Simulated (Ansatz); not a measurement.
# triplet CH4AlNO: levels of theory compared

Aim: a comparison of 5 runs (UHF/STO-3G, UB3LYP/6-31G*, U-r2SCAN/def2-SVPD, UPBE0/def2-SVPD, USVWN5/def2-SVPD) of triplet CH4AlNO. 

The calculation is run with Ansatz 0.2.0.

93 further runs of the same task are left out: 93 set aside as unsound or not needed.

## 1. Starting point

The species is CH4AlNO (8 atoms), meant as a triplet with charge 0. As SMILES of the parent species, `C1[NH][AlH][O]1`. The coordinates come from a PBE0-D4/def2-TZVP relaxation. That shape belongs to the parent species and isn't relaxed for this state.

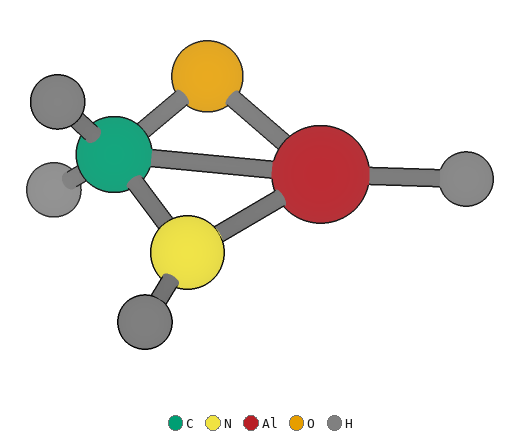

Viewed from a chosen angle; carbon teal, nitrogen yellow, aluminium red, oxygen amber, hydrogen grey.

## 2. A single-point energy at UHF/STO-3G (run 1)

job.yaml reads:

```yaml
basis:
  gaussian: {orbitals: STO-3G}
crystal:
  periodic: [false, false, false]
  atoms:
    - {symbol: C, position_ang: [-0.254000, 0.762000, -0.440000]}
    - {symbol: "N", position_ang: [0.576900, 0.253100, 0.654700]}
    - {symbol: Al, position_ang: [0.036100, -1.359500, 0.209100]}
    - {symbol: O, position_ang: [-0.820500, -0.429100, -0.975000]}
    - {symbol: H, position_ang: [0.332400, 1.276900, -1.213500]}
    - {symbol: H, position_ang: [-1.052500, 1.431000, -0.090700]}
    - {symbol: H, position_ang: [1.107700, 0.887000, 1.221500]}
    - {symbol: H, position_ang: [0.166000, -2.878600, 0.578000]}
magnetization: {spin_polarized: true, initial_magnetization: 2}
hamiltonian: {xc: hf}
accuracy: high
output: {orbitals: {seedname: orbitals}}
```

Run with:

```bash
$ ansatz run job.yaml --threads 1 --pin off --max-ram 3480MiB --events-out events.jsonl --progress --plain --runs-dir runs
```

Log:

```text
Warning: RAYON_NUM_THREADS=1 ignored (pool sized by the plan → 1); use --threads N
Functional definition: HF
  name "HF"
  exchange = exact_x
  correlation = 0
579 factors; integrals over basis functions are off by at most 1.1e-8 eV
mean field evaluation 1: about -11045.3768 eV, gradient 2.4e1 eV
mean field evaluation 2: about -11045.5715 eV, gradient 2.4e1 eV
mean field evaluation 4: about -11050.2632 eV, gradient 2.7e0 eV
mean field evaluation 8: about -11050.4487 eV, gradient 9.9e-2 eV
mean field evaluation 16: about -11050.4443 eV, gradient 2.8e-3 eV
mean field evaluation 32: about -11050.9606 eV, gradient 1.8e0 eV
mean field evaluation 64: about -11050.7995 eV, gradient 8.6e-1 eV
mean field evaluation 96: about -11050.5736 eV, gradient 6.8e0 eV
mean field evaluation 128: about -11049.1659 eV, gradient 6.8e-1 eV
mean field evaluation 160: about -11050.4443 eV, gradient 1.1e-2 eV
mean field -11051.40402322 eV, -406.1316069426 hartree, gradient 2.6e-8 eV, S^2 2.041550; 3 other end points of the search recorded, 0 dependent functions left out
reference -11051.40402322 eV, -406.1316069426 hartree; 20, 18 occupied and 8, 10 virtual orbitals, 579 factors
Total energy: -11051.40402322 eV, -406.1316069426 hartree
```

Wall time 0.7 s (1 thread of Arm Neoverse V2, shared host).

## 3. The energy at UB3LYP/6-31G(d) (spherical functions) (run 2)

in.yaml reads:

```yaml
crystal:
  periodic: [false, false, false]
  atoms:
    - symbol: C
      position_ang: [-0.254000, 0.762000, -0.440000]
    - symbol: "N"
      position_ang: [0.576900, 0.253100, 0.654700]
    - symbol: Al
      position_ang: [0.036100, -1.359500, 0.209100]
    - symbol: O
      position_ang: [-0.820500, -0.429100, -0.975000]
    - symbol: H
      position_ang: [0.332400, 1.276900, -1.213500]
    - symbol: H
      position_ang: [-1.052500, 1.431000, -0.090700]
    - symbol: H
      position_ang: [1.107700, 0.887000, 1.221500]
    - symbol: H
      position_ang: [0.166000, -2.878600, 0.578000]
basis:
  gaussian: {orbitals: 6-31G_st_-spherical.json}
magnetization: {spin_polarized: true, initial_magnetization: 2}
hamiltonian: {xc: {name: B3LYP}}
accuracy: high
output: {orbitals: {seedname: orbitals}}
```

The basis set 6-31G* is read from a file made from the Basis Set Exchange's data (not shown).

Run with:

```bash
$ ansatz run in.yaml --threads 1 --pin off --max-ram 3480MiB --events-out events.jsonl --progress --plain --runs-dir runs
```

Log:

```text
Warning: RAYON_NUM_THREADS=1 ignored (pool sized by the plan → 1); use --threads N
Functional definition: B3LYP
  name "B3LYP"
  parameter a0 = 0.2
  parameter ax = 0.72
  parameter ac = 0.81
  exchange = (1 - a0 - ax)*slater_x + ax*b88_x + a0*exact_x
  correlation = (1 - ac)*vwn_rpa_c + ac*lyp_c
1594 factors; integrals over basis functions are off by at most 3.4e-9 eV
mean field evaluation 1: about -11224.2864 eV, gradient 4.0e1 eV
mean field evaluation 2: about -11203.8160 eV, gradient 7.8e1 eV
mean field evaluation 4: about -11230.9843 eV, gradient 4.9e0 eV
mean field evaluation 8: about -11231.4231 eV, gradient 1.2e0 eV
mean field evaluation 16: about -11231.4717 eV, gradient 1.5e-2 eV
mean field evaluation 32: about -11231.8004 eV, gradient 2.2e-1 eV
mean field evaluation 64: about -11231.5726 eV, gradient 2.3e0 eV
mean field -11231.80209023 eV, -412.7611136270 hartree, gradient 5.7e-8 eV, S^2 2.008365; 8 other end points of the search recorded, 0 dependent functions left out
reference -11231.80212763 eV, -412.7611150015 hartree; 20, 18 occupied and 48, 50 virtual orbitals, 1594 factors
Total energy: -11231.80212763 eV, -412.7611150015 hartree
```

It took 22 s on 1 thread of Arm Neoverse V2, shared host; peak memory 0.3 GiB.

Run 3 isn't shown in full; the table further down has it.

## 4. A single-point energy at UPBE0/def2-SVPD (run 4)

molecule.yaml reads:

```yaml
crystal:
  periodic: [false, false, false]
  atoms:
    - {symbol: C, position_ang: [-0.254000, 0.762000, -0.440000]}
    - {symbol: N, position_ang: [0.576900, 0.253100, 0.654700]}
    - {symbol: Al, position_ang: [0.036100, -1.359500, 0.209100]}
    - {symbol: O, position_ang: [-0.820500, -0.429100, -0.975000]}
    - {symbol: H, position_ang: [0.332400, 1.276900, -1.213500]}
    - {symbol: H, position_ang: [-1.052500, 1.431000, -0.090700]}
    - {symbol: H, position_ang: [1.107700, 0.887000, 1.221500]}
    - {symbol: H, position_ang: [0.166000, -2.878600, 0.578000]}
basis:
  gaussian:
    orbitals: def2-SVPD
output: {orbitals: {seedname: orbitals}}
magnetization:
  spin_polarized: true
  initial_magnetization: 2
hamiltonian:
  xc: pbe0
accuracy: high
```

Run with:

```bash
$ ansatz run molecule.yaml --threads 1 --pin off --max-ram 3480MiB --events-out events.jsonl --progress --plain --runs-dir runs
```

Log:

```text
Warning: RAYON_NUM_THREADS=1 ignored (pool sized by the plan → 1); use --threads N
Functional definition: PBE0
  name "PBE0"
  parameter a = 0.25
  parameter kappa = 0.804
  parameter beta = 0.06672455060314922
  exchange = (1 - a)*pbe_x(kappa = kappa, mu = beta*pi^2/3) + a*exact_x
  correlation = pbe_c(beta = beta)
2397 factors; integrals over basis functions are off by at most 3.4e-9 eV
mean field evaluation 1: about -11211.4580 eV, gradient 3.9e1 eV
mean field evaluation 2: about -11184.0018 eV, gradient 8.5e1 eV
mean field evaluation 4: about -11217.7506 eV, gradient 5.3e0 eV
mean field evaluation 8: about -11218.1843 eV, gradient 9.1e-1 eV
mean field evaluation 16: about -11218.2348 eV, gradient 2.0e-2 eV
mean field evaluation 32: about -11218.5667 eV, gradient 1.5e-3 eV
mean field evaluation 64: about -11218.2866 eV, gradient 1.0e0 eV
mean field -11218.56673590 eV, -412.2747233266 hartree, gradient 2.2e-8 eV, S^2 2.012983; 7 other end points of the search recorded, 0 dependent functions left out
reference -11218.56673905 eV, -412.2747234424 hartree; 20, 18 occupied and 99, 101 virtual orbitals, 2397 factors
Total energy: -11218.56673905 eV, -412.2747234424 hartree
```

Run time: 40 s. Hardware: 1 thread of Arm Neoverse V2, shared host; peak memory 0.56 GiB.

## 5. The energy at USVWN5/def2-SVPD (run 5)

Changes to molecule.yaml since step 4:

```diff
@@ -4,3 +4,3 @@
     - {symbol: C, position_ang: [-0.254000, 0.762000, -0.440000]}
-    - {symbol: N, position_ang: [0.576900, 0.253100, 0.654700]}
+    - {symbol: "N", position_ang: [0.576900, 0.253100, 0.654700]}
     - {symbol: Al, position_ang: [0.036100, -1.359500, 0.209100]}
@@ -14,3 +14,2 @@
     orbitals: def2-SVPD
-output: {orbitals: {seedname: orbitals}}
 magnetization:
@@ -18,4 +17,5 @@
   initial_magnetization: 2
+output: {orbitals: {seedname: orbitals}}
 hamiltonian:
-  xc: pbe0
+  xc: {name: SVWN5}
 accuracy: high
```

Run with:

```bash
$ ansatz run molecule.yaml --threads 1 --pin off --max-ram 3480MiB --events-out events.jsonl --progress --plain --runs-dir runs
```

Log:

```text
Warning: RAYON_NUM_THREADS=1 ignored (pool sized by the plan → 1); use --threads N
Functional definition: SVWN5
  name "SVWN5"
  exchange = slater_x
  correlation = vwn5_c
2397 factors; integrals over basis functions are off by at most 3.4e-9 eV
mean field evaluation 1: about -11137.9910 eV, gradient 6.5e1 eV
mean field evaluation 2: about -10753.6462 eV, gradient 2.1e2 eV
mean field evaluation 4: about -11131.1815 eV, gradient 8.0e1 eV
mean field evaluation 8: about -11161.4817 eV, gradient 5.7e0 eV
mean field evaluation 16: about -11161.7035 eV, gradient 5.5e-2 eV
mean field evaluation 32: about -11161.7035 eV, gradient 1.9e-8 eV
mean field evaluation 64: about -11161.6025 eV, gradient 7.1e-1 eV
mean field evaluation 96: about -11161.4085 eV, gradient 8.7e-2 eV
mean field -11161.70352629 eV, -410.1850389168 hartree, gradient 1.9e-8 eV, S^2 2.004481; 10 other end points of the search recorded, 0 dependent functions left out
reference -11161.70353028 eV, -410.1850390635 hartree; 20, 18 occupied and 99, 101 virtual orbitals, 2397 factors
Total energy: -11161.70353028 eV, -410.1850390635 hartree
```

Run time: 26 s. Hardware: 1 thread of Arm Neoverse V2, shared host; peak memory 0.46 GiB.

## 6. All runs side by side

```
run                                level  energy (Eh)   ⟨S²⟩  wall time
  1                           UHF/STO-3G  -406.131607  2.042      0.7 s
  2  UB3LYP/6-31G* (spherical functions)  -412.761115  2.008       22 s
  3                   U-r2SCAN/def2-SVPD  -412.464639  2.019       59 s
  4                      UPBE0/def2-SVPD  -412.274723  2.013       40 s
  5                     USVWN5/def2-SVPD  -410.185039  2.004       26 s
```

## 7. Results

| quantity | value |
| --- | --- |
| run 5: total energy | -410.18504 Eh |
| run 5: HOMO energy (highest over α and β) | -1.59 eV |
| run 5: ⟨S²⟩ | 2.004 |

**Reading.** Totals of different functionals can't be ranked against each other. In run 1 the basis is minimal, so the values are rough. All runs together took 2.4 min, the longest 59 s.
